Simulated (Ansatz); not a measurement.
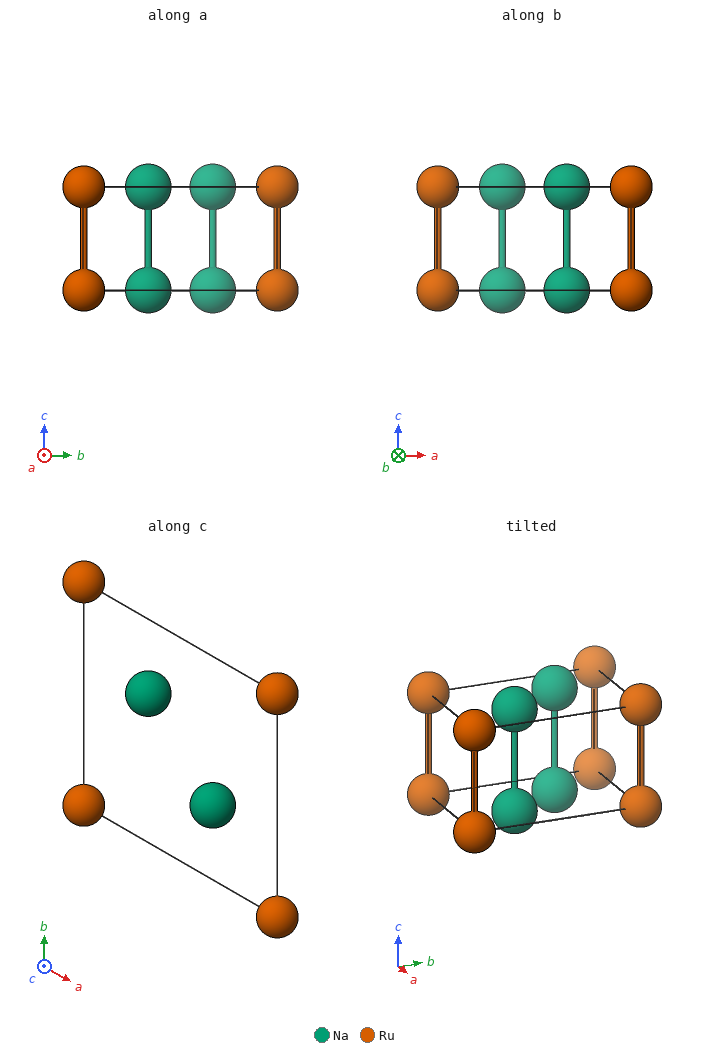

This ball-and-stick model is shown along the a axis, along the b axis, along the c axis and slightly off an axis. The conventional unit cell is drawn as a box.

Lattice parameters: a = 5.321 Å, b = 5.321 Å, c = 2.460 Å, α = 90.00°, β = 90.00°, γ = 120.00°. Put a along x and b in the xy plane.

Q: Convert the drawing into a POSCAR file.

A:
```
Na Ru
1.0
     5.321    0.000    0.000
    -2.660    4.608    0.000
     0.000    0.000    2.460
Na Ru
2 1
Direct
  0.3333 0.6667 0.0000
  0.6667 0.3333 0.0000
  0.0000 0.0000 0.0000
```

The starting point was a random cell made by a generator, so it need not be a real form of the compound. Relaxation method: Ansatz 0.2.0, DFT PBE, scalar-relativistic, plane waves, PAW.
